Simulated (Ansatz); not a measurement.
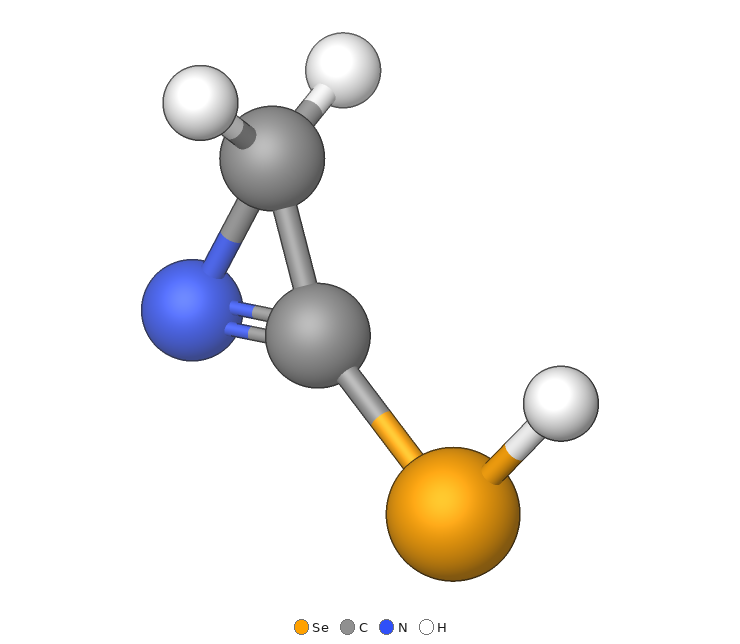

The picture shows a molecular structure as a ball-and-stick model.

Computed geometry: PBE0-D4/def2-TZVP optimisation.

**Give the formula.**

C2H3NSe, 7 atoms: 2 carbon, 3 hydrogen, 1 nitrogen and 1 selenium.

**How many bonds of each kind are drawn?**

2 C–N, 2 C–H, 1 C–Se, 1 C–C, 1 Se–H.

**Which point group does it belong to?**

Cs.

**How many sets of symmetry-equivalent atoms are there?**

6: 1 Se, 1 C, 1 N, 1 C, 1 H, 2 H.

**Does it have rings?**

Independent rings (smallest set): 1 of 3 members.

The parts below concern this one geometry. Atoms keep their numbers from picture to picture.

### Electronic properties

Level of theory: RKS PBE0-D4/def2-TZVPP (Ansatz 0.2.0).

What does the calculation give?

- HOMO energy (Kohn–Sham orbital): −7.34 eV
- LUMO energy (Kohn–Sham orbital): −0.56 eV
- HOMO–LUMO gap: 6.78 eV
- dispersion correction: −11.5 kJ/mol

### Charges

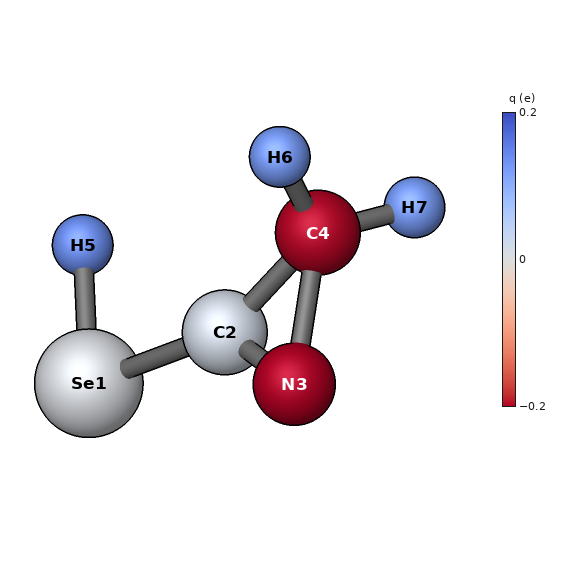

Atoms are coloured by their Mulliken charges. Method: RKS PBE0-D4/def2-TZVP (Ansatz 0.2.0).

**Which atom carries the highest charge (most positive or least negative)?**

H5 (0.13 e).

**And the lowest?**

N3, C4 (−0.20 e).

Give the Mulliken charges atom by atom.

```json
{"atom": "Se1", "value (e)": "0.01"}
{"atom": "C2", "value (e)": "0.01"}
{"atom": "N3", "value (e)": "−0.20"}
{"atom": "C4", "value (e)": "−0.20"}
{"atom": "H5", "value (e)": "0.13"}
{"atom": "H6", "value (e)": "0.12"}
{"atom": "H7", "value (e)": "0.12"}
```

### Thermal motion

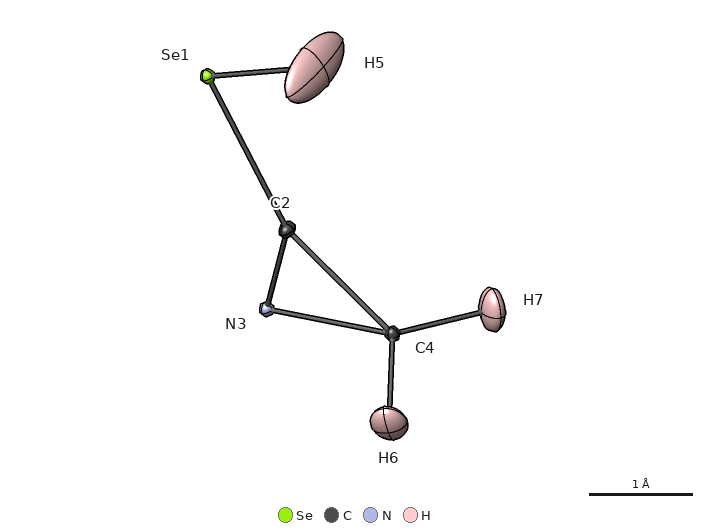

Displacement ellipsoids at the 50 % level, from the internal vibrations of the free molecule (harmonic, no overall translation or rotation; no half-axis is drawn under 0.075 Å). Vibrations computed with RKS PBE0-D4/def2-TZVP (Ansatz 0.2.0). Temperature: 200 K.

**Which atom has the largest mean-square displacement?**

H5, with U_eq = 0.0422 Å².

**Does H5 move more along its bond or across it?**

Across it: the root-mean-square amplitude is 0.082 Å along the bond and up to 0.310 Å across, since bending and torsion are softer than stretching.

List U_eq and the three principal root-mean-square amplitudes for each kind of atom.

| atom | U_eq (Å²) | rms amplitudes (Å) |
| --- | --- | --- |
| Se1 | 0.00009 | 0.006, 0.007, 0.014 |
| C2 | 0.0027 | 0.035, 0.052, 0.063 |
| N3 | 0.0012 | 0.023, 0.029, 0.048 |
| C4 | 0.0015 | 0.028, 0.031, 0.053 |
| H5 | 0.0422 | 0.082, 0.153, 0.310 |
| H6, H7 | 0.0140 | 0.077, 0.117, 0.150 |

Mulliken values depend strongly on the basis set and can even reverse the polarity of a bond.
